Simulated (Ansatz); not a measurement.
CH$_{3}$Cl$_{2}$Ga···HCl

The calculation's input:

```
crystal:
  periodic: [false, false, false]
  atoms:
    - { symbol: Ga, position_ang: [-0.759211, -0.983631, 0.183658] }
    - { symbol: C, position_ang: [-0.445695, 0.857172, -0.439297] }
    - { symbol: Cl, position_ang: [-0.760965, -2.64662, -1.159647] }
    - { symbol: Cl, position_ang: [-1.267352, -1.43614, 2.211118] }
    - { symbol: H, position_ang: [1.818681, 0.76187, 0.273782] }
    - { symbol: Cl, position_ang: [2.652182, -0.180397, 0.635484] }
    - { symbol: H, position_ang: [0.305353, 0.871194, -1.240316] }
    - { symbol: H, position_ang: [-1.385679, 1.245284, -0.859154] }
    - { symbol: H, position_ang: [-0.157315, 1.511267, 0.394471] }
basis:
  gaussian: { orbitals: def2-SVP }
hamiltonian:
  xc: r2scanh
  dispersion: d4
relax:
  f_tol: 0.03
  max_steps: 50
output:
  orbitals: {}
```

Command:

```sh
ansatz run input.yaml --threads 4 --pin off --max-ram 5120MiB --backend cpu --events-out ev --progress --plain --runs-dir out
```

The fields are those of the relaxed geometry.

These are results of RKS r2SCANh-D4/def2-SVP in Ansatz 0.2.0, not measurements.

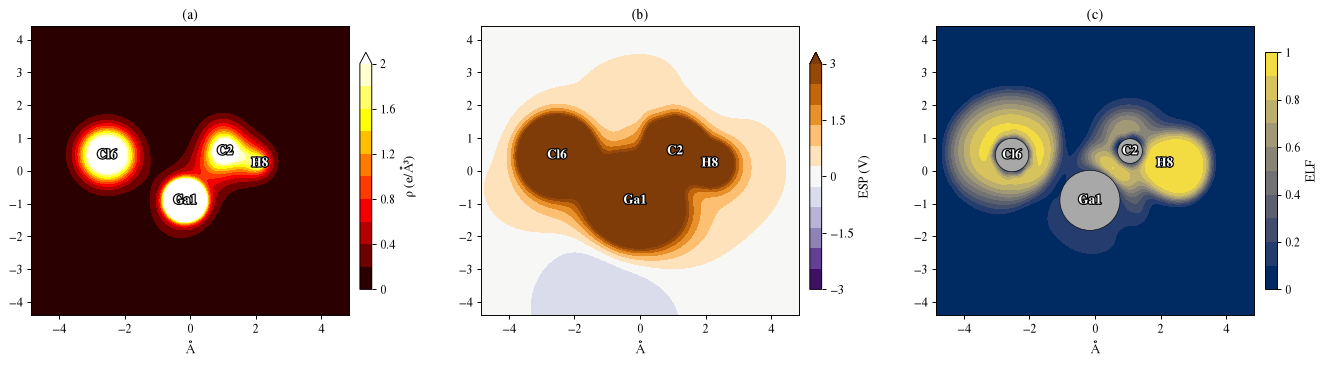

Figure 1. (a) total electron density; (b) electrostatic potential; (c) ELF on the plane of atoms Ga1, C2 and H8. Grey discs cover the atomic cores in the ELF map.

Question: Describe what can be read from this map.

Answer: Atoms in the plane: Ga, C, Cl and H. Ga1···Cl6 (2.75 Å): the density falls to about 0.18 e/Å³ on the way; the ELF peaks at about 0.90 in the valence shell of Cl, 0.9 Å from its nucleus, and is about 0.30 at the midpoint. C–Ga (1.94 Å): the density is about 0.83 e/Å³ at the midpoint; the ELF peaks at about 0.90 in the valence shell of C, 0.7 Å from its nucleus, and is about 0.55 at the midpoint. C–H (1.10 Å): ρ at the midpoint is about 1.9 e/Å³; the ELF climbs to about 1 towards the hydrogen, as it does in any bond to H; a covalent bond by its length. The ELF also peaks beside Cl6, away from the bonds: lone-pair regions. Outside the dense part of the complex the potential is most negative (−0.8 V) near Cl3, which lies off the plane.

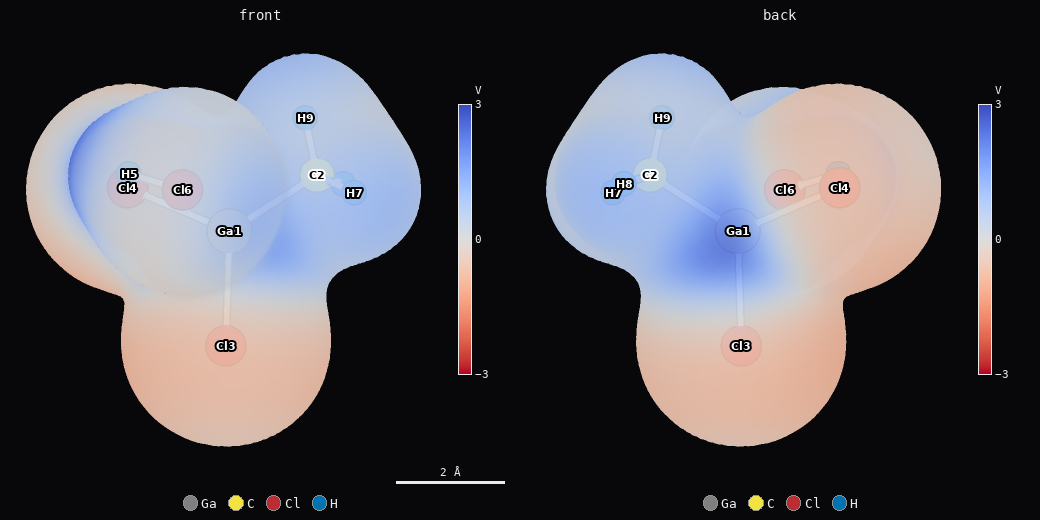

Figure 2. The molecular electrostatic potential painted on the density surface at 0.002 e/bohr³, seen from the front and from behind; red is negative and blue positive.

Question: Describe the electrostatic potential map.

Answer: The most negative region (about −0.9 V) lies over Cl3 and Cl4, the most positive (about +2.3 V) over Ga1 and H5. Cl6 shows a σ-hole: about +1.0 V at the tip opposite its bond, against about +0.2 V on its flanks.

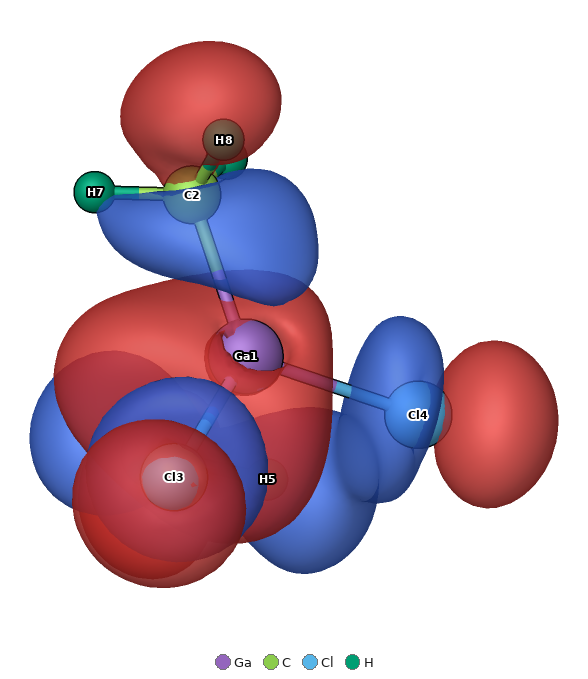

Figure 3. The LUMO at ±0.06 Å⁻³ᐟ² (red and blue are the two phases), seen at an oblique angle.

Question: Where does this orbital lie, and at what energy?

Answer: Its weight (Hirshfeld) is mainly on Ga1 (about 40 %), Cl6 (about 20 %), Cl3 (about 15 %), Cl4 (about 10 %) and C2 (about 10 %). Its energy is −0.62 eV.
